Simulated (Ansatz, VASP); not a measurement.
# Ir (Iridium): VASP beside Ansatz

Aim: how closely do two programs agree when they are given the same cell, functional and k mesh? The cell is taken from a series of VASP runs on this material, whose earlier steps may have relaxed, scaled or displaced it; both programs get it as it stands. Valence electrons are named where the data sets of a main pair hold unlike numbers.

Program: Ansatz 0.2.0. Level of theory: plane waves, with VASP 6.6.1 beside it; band structure at PBE. Results are calculated unless marked as measured.

### Step 1. Starting point

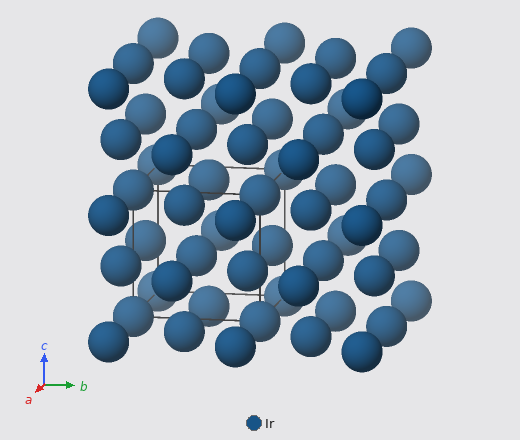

The starting structure, seen slightly off an axis (iridium blue). 2×2×2 cells are drawn. This picture shows the conventional cell, with its axes. Some periodic images of atoms are drawn too.

### Step 2. Ansatz: band structure, PBE

Ansatz runs on its default PAW (the set named soft_2) files.

A single point gives forces, pressure and levels at one fixed geometry, so differences don't come from the geometry; what else differs is listed under the comparison.

Input file input.yaml:

```yaml
crystal:
  lattice:
    - [0.0, 1.8937549276, 1.8937549276]
    - [1.8937549276, 0.0, 1.8937549276]
    - [1.8937549276, 1.8937549276, 0.0]
  atoms:
    - { symbol: Ir, position: [0.0, 0.0, 0.0] }
hamiltonian:
  xc: pbe
  pseudopotentials: { kind: paw }
kpoints:
  mp_grid: { grid: [17, 17, 17] }
  band_path:
    path:
      - [0.0, 0.0, 0.0]
      - [0.16667, 0.0, 0.16667]
      - [0.33333, 0.0, 0.33333]
      - [0.5, 0.0, 0.5]
      - [0.5, 0.08333, 0.58333]
      - [0.5, 0.18333, 0.68333]
      - [0.5, 0.25, 0.75]
      - [0.45, 0.3, 0.75]
      - [0.40833, 0.34167, 0.75]
      - [0.35, 0.35, 0.7]
      - [0.225, 0.225, 0.45]
      - [0.075, 0.075, 0.15]
      - [0.03333, 0.03333, 0.03333]
      - [0.23333, 0.23333, 0.23333]
      - [0.4, 0.4, 0.4]
      - [0.51667, 0.46667, 0.51667]
      - [0.55833, 0.38333, 0.55833]
      - [0.60833, 0.28333, 0.60833]
      - [0.60833, 0.25, 0.64167]
      - [0.55833, 0.25, 0.69167]
      - [0.51667, 0.25, 0.73333]
      - [0.5, 0.3, 0.7]
      - [0.5, 0.38333, 0.61667]
      - [0.5, 0.48333, 0.51667]
      - [0.475, 0.475, 0.55]
      - [0.425, 0.425, 0.65]
      - [0.38333, 0.38333, 0.73333]
      - [0.59167, 0.18333, 0.59167]
      - [0.55, 0.1, 0.55]
      - [0.5, 0.0, 0.5]
    npoints: 1
scf:
  occupations: { method: fermi_dirac, width: 0.05 }
  n_extra_bands: 6
output:
  forces: true
  stress: true
  eigenvalues: true
  write_density: true
  write_potential: true
  elf: true
  volumetric_format: npy
```

Started as:

```
$ ansatz run input.yaml --threads 2 --pin off --max-ram 4608MiB --backend cpu --events-out ev --progress --plain --runs-dir out
```

Numbers of over 12 decimals in the logs are rounded to 6 here.

Output:

```text
scf.n_extra_bands = 6 over 9 filled bands (N_el = 17.0): the run solves 15 bands
Engine: ansatz 0.2.0, aarch64-unknown-linux-gnu
Pseudopotentials: kind: paw
Pseudopotential: Ir, paw, valence charge 17, recommended cutoff 420 eV (normal), Ir.paw.azcp
Functional definition: PBE
  parameter kappa = 0.804
  parameter beta = 0.066725
  exchange = pbe_x(kappa = kappa, mu = beta*pi^2/3)
  correlation = pbe_c(beta = beta)
Crystal: 1 atoms, lattice volume = 13.583 Å³
Basis set: ecut = 420 eV, 283 PW (Γ), exchange–correlation on 36×36×36 points (8 copies of the dense FFT grid, shifted against one another)
Bands: 15, of which v1, the nominal top of the filled ones, is band 9 counted from 1 (8 counted from 0)
Symmetry: 48 space group operations
Space group: Fm-3m (ITA 225), of the structure as read, at distance tolerance 2.4e-5 Å
k-points: 165 of 4913
Non-local potential: Ir, projectors of the file, l = 0: 3, l = 1: 2, l = 2: 2, l = 3: 1
PAW form: soft (Blöchl's): semilocal exchange-correlation on the pseudo side does not see the compensation charge
PAW one-centre angular grid: Ir, 590 points (default); XC on 64 Gauss nodes
Initial density: superposition of atomic densities (neutral atoms: chi_scale 0, normalization atom), corrected by the library's trained network
Initial wavefunctions: pseudopotential atomic-orbital guess
Functional: x = pbe(κ = 0.804, μ = 0.219515), c = pbe(β = 0.066725)
SCF iter   1: F=—  HF=-11935.242611 eV  |F-HF|=—  |Δ(HF+E_count)|=         —  Δρ=4.58e-3  dr2=5.57e-4  ethr=1.77e-3  ⟨swp⟩=5.1  Hψ=13033  notcnv=0  defer=82
preconditioner: auto → none  [metal: Δε(μ)=0.069 eV  Ē_g=18.809 eV  σ=0.050 eV  W_gap=0.32  n_scr=0 (ndim 8)  ℏωp=30.2 eV  f_vac=0.000  D(μ)=0.79/eV (n_scr^D=8)]
SCF iter   2: F=—  HF=-11935.242769 eV  |F-HF|=—  |Δ(HF+E_count)|=   1.58e-4  Δρ=2.34e-3  dr2=1.46e-4  ethr=3.28e-6  ⟨swp⟩=1.9  Hψ=4158  notcnv=0  defer=103
SCF iter   3: F=—  HF=-11935.242969 eV  |F-HF|=—  |Δ(HF+E_count)|=   2.01e-4  Δρ=8.23e-4  dr2=2.47e-5  ethr=8.56e-7  ⟨swp⟩=2.0  Hψ=3020  notcnv=0  defer=103
SCF iter   4: F=—  HF=-11935.242998 eV  |F-HF|=—  |Δ(HF+E_count)|=   2.84e-5  Δρ=1.48e-4  dr2=2.20e-6  ethr=1.45e-7  ⟨swp⟩=2.8  Hψ=3569  notcnv=0  defer=103
iter 5 did not close the SCF: its close was put off for the readings that it lacked (scf_convergence_deferred on its scf_iter line)
SCF iter   5: F=-11935.242997 eV  HF=-11935.242997 eV  |F-HF|=7.12e-9  |Δ(HF+E_count)|=   4.17e-7  Δρ=2.01e-5  dr2=2.67e-8  ethr=1.30e-8  ⟨swp⟩=2.2  Hψ=3028  notcnv=0  defer=103
SCF iter   6: F=-11935.242997 eV  HF=-11935.242997 eV  |F-HF|=9.82e-11  |Δ(HF+E_count)|=   2.60e-9  Δρ=1.26e-6  dr2=1.78e-10  ethr=1.57e-10  ⟨swp⟩=8.1  Hψ=12952  notcnv=0
SCF 1 converged in 6 iterations: F = -11935.242997 eV  dr2 = 1.78e-10
  greatest PAW one-centre occupation: 1.000 electrons in one spin orbital (limit 2), on the Ir atom at site 0 (counted from 0), in its partial waves of l = 0
NSCF: frozen V_eff on 30 k-points
SCF converged after 6 iterations
Free energy (F): -11935.242997 eV
Harris-Foulkes:  -11935.242997 eV  (|F-HF|=9.82e-11)
Internal energy: -11935.236355 eV  (E = F + TS)
E sigma→0 (E₀):  -11935.239676 eV
Entropy (-TS):   -0.006642 eV (-6.642 meV/atom)
Fermi energy:    27.063398 eV
--- Per-component energies (eV) ---
  E_band       = -62.840540
  E_kinetic    = 625.522282
  E_local      = -1016.702249  (includes V_loc(G=0)·N_el)
  E_nonlocal   = 72.742033
  E_hartree    = 394.612768
  E_xc         = -268.993808
  E_vxc        = -301.490857  (∫ρ·V_xc dr)
  E_paw        = -9223.626334  (= ΣΔE_a)
  E_vpaw       = -232.136877  (= ΣTr[D̂ρ^β])
  E_aug_tail   = 0.000056  (compensation charges beyond the density's cutoff)
  E_ewald      = -2518.791104
  E_smearing   = -0.006642  (= −TS)
  E_closure    = 0.000000  (closes the sum)
  Σ components = -11935.242997   (vs F -11935.242997, Δ=0.00e0)
--- Forces (eV/Å), atoms counted from 1 ---
  atom   1  Ir     0.00000000     0.00000000     0.00000000
  max |Σ_I F_I| component: 6.16e-32 eV/Å
--- Stress (GPa, compression-positive) ---
       26.708881      -0.000000      -0.000000
       -0.000000      26.708881       0.000000
       -0.000000       0.000000      26.708881
  P = ⅓ Tr σ = 26.7089 GPa (267.089 kbar)
--- Band table (eV; the first three rows and the last of 165) ---
  k-point 0: bands = [... 5 lower, 23.0310, 23.0310, 23.0310, 25.9025, 25.9025, 40.6453, 46.3854, 46.3854, ... 2 higher]
  k-point 1: bands = [... 5 lower, 22.9413, 23.1018, 23.1018, 25.8541, 25.8541, 40.9311, 45.6566, 46.6589, ... 2 higher]
  k-point 2: bands = [... 5 lower, 22.7171, 23.2835, 23.2835, 25.7529, 25.7529, 41.7055, 44.2227, 47.4544, ... 2 higher]
  k-point 164: bands = [... 5 lower, 21.7121, 22.2425, 25.2895, 28.6859, 34.9774, 36.7465, 36.9673, 41.0893, ... 2 higher]
```

It took 3.8 s on 2 threads of Arm Neoverse N1, shared host; peak memory 0.28 GiB.

### Step 3. VASP: band structure, PBE

The same cell, functional, mesh and smearing now go to VASP, with its own data sets.

Lines of VASP's logs that name or quote its potential files are left out, and so is its time.

Input file INCAR:

```
SYSTEM = Ir
PREC = Accurate
ENCUT = 400
EDIFF = 1E-06
NELM = 100
ISMEAR = -1
SIGMA = 0.05
LREAL = .FALSE.
ALGO = Normal
GGA = PE
NBANDS = 15
LASPH = .TRUE.
LORBIT = 11
LWAVE = .FALSE.
LCHARG = .FALSE.
KPAR = 2
```

Input file POSCAR:

```
Ir
1.0
    0.0000000000      1.8937549276      1.8937549276
    1.8937549276      0.0000000000      1.8937549276
    1.8937549276      1.8937549276      0.0000000000
Ir
1
Direct
    0.0000000000      0.0000000000      0.0000000000
```

Input file KPOINTS:

```
Automatic mesh
0
Gamma
17 17 17
0 0 0
```

Input file KPOINTS_OPT:

```
Line mode
16
Line-mode
Reciprocal
  0.00000000   0.00000000   0.00000000 GAMMA
  0.50000000   0.00000000   0.50000000 X

  0.50000000   0.00000000   0.50000000 X
  0.50000000   0.25000000   0.75000000 W

  0.50000000   0.25000000   0.75000000 W
  0.37500000   0.37500000   0.75000000 K

  0.37500000   0.37500000   0.75000000 K
  0.00000000   0.00000000   0.00000000 GAMMA

  0.00000000   0.00000000   0.00000000 GAMMA
  0.50000000   0.50000000   0.50000000 L

  0.50000000   0.50000000   0.50000000 L
  0.62500000   0.25000000   0.62500000 U

  0.62500000   0.25000000   0.62500000 U
  0.50000000   0.25000000   0.75000000 W

  0.50000000   0.25000000   0.75000000 W
  0.50000000   0.50000000   0.50000000 L

  0.50000000   0.50000000   0.50000000 L
  0.37500000   0.37500000   0.75000000 K

  0.62500000   0.25000000   0.62500000 U
  0.50000000   0.00000000   0.50000000 X
```

The projector-augmented-wave data sets are Ir (PBE family, release 64).

Started as:

```
$ mpirun -np 2 vasp_std
```

Output:

```text
[banner, memory and clock lines left out]
running    2 mpi-ranks, on    1 nodes
 distrk:  each k-point on    1 cores,    2 groups
 distr:  one band on    1 cores,    1 groups

 POSCAR found type information on POSCAR Ir
 POSCAR found :  1 types and       1 ions
 LDA part: xc-table for (Slater+PW92), standard interpolation
 POSCAR, INCAR and KPOINTS ok, starting setup
 FFT: planning ... GRIDC
 FFT: planning ... GRID_SOFT
 FFT: planning ... GRID
 WAVECAR not read
 entering main loop
       N       E                     dE             d eps       ncg     rms          rms(c)
DAV:   1     0.424573600336E+02    0.42457E+02   -0.33985E+03  5044   0.437E+02
DAV:   2    -0.835062356512E+01   -0.50808E+02   -0.47377E+02  6140   0.144E+02
DAV:   3    -0.931174637565E+01   -0.96112E+00   -0.95881E+00  6651   0.211E+01
DAV:   4    -0.931702083121E+01   -0.52745E-02   -0.52724E-02  5937   0.155E+00
DAV:   5    -0.931707921689E+01   -0.58386E-04   -0.58367E-04  6607   0.148E-01    0.170E+01
DAV:   6    -0.887939852688E+01    0.43768E+00   -0.53995E-01  7022   0.680E+00    0.727E+00
DAV:   7    -0.878545512095E+01    0.93943E-01   -0.23745E-01  7431   0.401E+00    0.144E+00
DAV:   8    -0.878323839871E+01    0.22167E-02   -0.30239E-03  5762   0.387E-01    0.113E+00
DAV:   9    -0.877899303486E+01    0.42454E-02   -0.25463E-03  7008   0.535E-01    0.812E-02
DAV:  10    -0.877898139479E+01    0.11640E-04   -0.29056E-05  6010   0.330E-02    0.248E-02
DAV:  11    -0.877898359230E+01   -0.21975E-05   -0.33774E-06  6893   0.140E-02    0.191E-03
DAV:  12    -0.877898332387E+01    0.26843E-06   -0.52356E-08  4589   0.159E-03
   1 F= -.87789833E+01 E0= -.87756442E+01  d E =-.667818E-02
 Start KPOINTS_OPT (optional k-point list driver)
k-point batch [1-160\160]
       N       E                     dE             ncg
DAV:   1     0.169425252800E+05   -0.38318E+05     4863
DAV:   2     0.933639948151E+04   -0.76061E+04     5864
DAV:   3     0.919983718437E+04   -0.13656E+03     6648
DAV:   4     0.919913134181E+04   -0.70584E+00     5486
DAV:   5     0.919912449108E+04   -0.68507E-02     6594
DAV:   6     0.919912438409E+04   -0.10699E-03     5692
DAV:   7     0.919912438242E+04   -0.16688E-05     5876
DAV:   8     0.919912438233E+04   -0.92856E-07     4292
```

Parts of OUTCAR (step 3):

```text
ion  position               nearest neighbor table
   1  0.000  0.000  0.000-

  LATTYP: Found a face centered cubic cell.
 ALAT       =     3.7875098552

 Subroutine GETGRP returns: Found 48 space group operations
 (whereof 48 operations were pure point group operations)

The static configuration has the point symmetry O_h .

 Found    165 irreducible k-points:

   k-points           NKPTS =    165   k-points in BZ     NKDIM =    165   number of bands    NBANDS=     15

   dimension x,y,z NGX =    18 NGY =   18 NGZ =   18
   dimension x,y,z NGXF=    36 NGYF=   36 NGZF=   36

   ENCUT  =  400.0 eV  29.40 Ry    5.42 a.u.   4.37  4.37  4.37*2*pi/ulx,y,z

   NELECT =       9.0000    total number of electrons

 k-points in reciprocal lattice and weights: Automatic mesh
   0.00000000  0.00000000  0.00000000       0.000
   0.05882353  0.00000000  0.00000000       0.002
   0.11764706  0.00000000  0.00000000       0.002
   0.17647059  0.00000000  0.00000000       0.002
   0.23529412  0.00000000  0.00000000       0.002
   0.29411765  0.00000000  0.00000000       0.002
   0.35294118  0.00000000  0.00000000       0.002
   0.41176471  0.00000000  0.00000000       0.002
   0.47058824  0.00000000  0.00000000       0.002
[...]
-0.29411765  0.47058824  0.17647059       0.005
  -0.29411765  0.47058824  0.23529412       0.005

 average (electrostatic) potential at core
       1 -48.1101

 E-fermi :  11.0231

 k-point     1 :       0.0000    0.0000    0.0000
  band No.  band energies     occupation
    ...
      2       6.9923      2.00000
      3       6.9923      2.00000
      4       6.9923      2.00000
      5       9.8600      2.00000
      6       9.8600      2.00000
      7      25.3648      0.00000
      8      31.1957      0.00000
      9      31.1957      0.00000
     10      31.1957      0.00000
     11      36.1658      0.00000
    ...

 k-point     2 :       0.0588    0.0000    0.0000
  band No.  band energies     occupation
    ...
      2       6.9036      2.00000
      3       7.0634      2.00000
      4       7.0634      2.00000
      5       9.8124      2.00000
      6       9.8124      2.00000
      7      25.6493      0.00000
      8      30.3584      0.00000
      9      31.4657      0.00000
     10      31.4657      0.00000
     11      37.1576      0.00000
    ...

 k-point     3 :       0.1176    0.0000    0.0000
  band No.  band energies     occupation
    ...
      2       6.6817      2.00000
      3       7.2458      2.00000
      4       7.2458      2.00000
      5       9.7132      2.00000
      6       9.7132      2.00000
      7      26.4200      0.00000
      8      28.7833      0.00000
      9      32.2482      0.00000
     10      32.2482      0.00000
     11      38.6818      0.00000
    ...

  Total        2.3443440      2.3443440      2.3443440      0.0000000     -0.0000000      0.0000000
  in kB      276.5225825    276.5225825    276.5225825      0.0000000     -0.0000000      0.0000000
  external PRESSURE =     276.5225825 kB  Pullay stress =       0.0000000 kB

  energy-cutoff  :      400.00
  volume of cell :       13.58
      direct lattice vectors                 reciprocal lattice vectors
     0.000000000  1.893754928  1.893754928    -0.264025716  0.264025716  0.264025716
     1.893754928  0.000000000  1.893754928     0.264025716 -0.264025716  0.264025716
     1.893754928  1.893754928  0.000000000     0.264025716  0.264025716 -0.264025716

 POSITION                                       TOTAL-FORCE (eV/Angst)
 -----------------------------------------------------------------------------------
      0.00000      0.00000      0.00000         0.000000     -0.000000     -0.000000
 -----------------------------------------------------------------------------------
    total drift:                               -0.000000      0.000000     -0.000000

  FREE ENERGIE OF THE ION-ELECTRON SYSTEM (eV)
  ---------------------------------------------------
  free  energy   TOTEN  =        -8.7789833239 eV

  energy  without entropy=       -8.7723051399  energy(sigma->0) =       -8.77564423

 total charge
# of ion       s       p       d       tot
------------------------------------------
    1        0.700   0.801   7.043   8.544

[... 3 further parts left out ...]
```

This run has no spin polarisation. Its electron count is odd, so without a moment it is a metal by construction.

### Step 4. Differences

Known differences besides the potentials themselves: the data sets hold 17 valence electrons in Ansatz (on its default PAW (the set named soft_2) files) and 9 in VASP; the cutoff is 420 eV in Ansatz and 400 eV in VASP. Total energies have different zeros and are not compared.

Both answers:

```
                                        quantity  Ansatz   VASP  difference
                                  pressure (GPa)   26.71  27.65       -0.94
pressure without Ansatz's Pulay correction (GPa)   26.61  27.65       -1.04
```

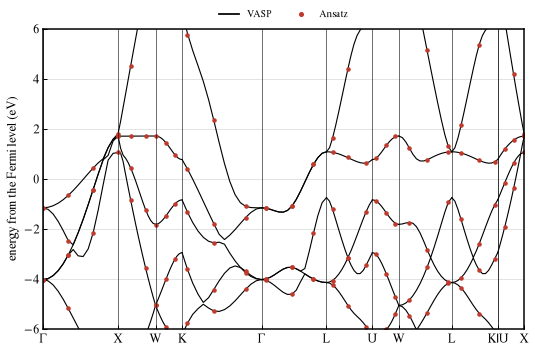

Bands from VASP (lines) and levels from Ansatz (dots). Dots without a line are higher empty bands that the VASP plot leaves out.

Levels from 3 eV below to 2 eV above the Fermi level differ by 10 meV r.m.s. and 18 meV at most; each VASP level is matched to the nearest of Ansatz, which flatters the figure a little. Ansatz's pressure holds a Pulay correction of 0.10 GPa; VASP's holds none.

### Step 5. Other set-ups

Further runs change the set-up of one program: Ansatz's method, potentials or start, or VASP's data sets, cutoff or form of LDA. The table gives that difference for each run.

```
                              run  pressure (GPa)
                         as above           -0.94
Ansatz's all-electron LAPW method            -1.0
```

### Step 6. Summary of results

```json
{
 "r.m.s. difference of levels near the Fermi level (band structure, PBE)": "9.9 meV",
 "difference in pressure (band structure, PBE)": "-0.94 GPa"
}
```

What this shows: The difference in pressure is -0.94 GPa (band structure, PBE), within the 1 GPa picked in this series as the mark of a large difference. The data sets hold unlike numbers of valence electrons (17 in Ansatz and 9 in VASP), so part of the differences comes from the potentials. For band structure, PBE, no further run moves any of the tabulated differences by more than a quarter of its size. Such differences can come from data sets, numerical settings and the points named under the comparisons, not from the functional's error against experiment.

[Lines on the potential files, build, host, timing and source positions are cut from VASP's logs without a mark.]

[Logs are printed without paths, hosts, clocks, repeated set-up lines and the standing remarks that a program may print on its own settings, such as how far it seeks lower states.]

[Hosts, paths, dates, database ids (printed as entryN), source tags and the programs' standing remarks are cut or masked in the printed files.]
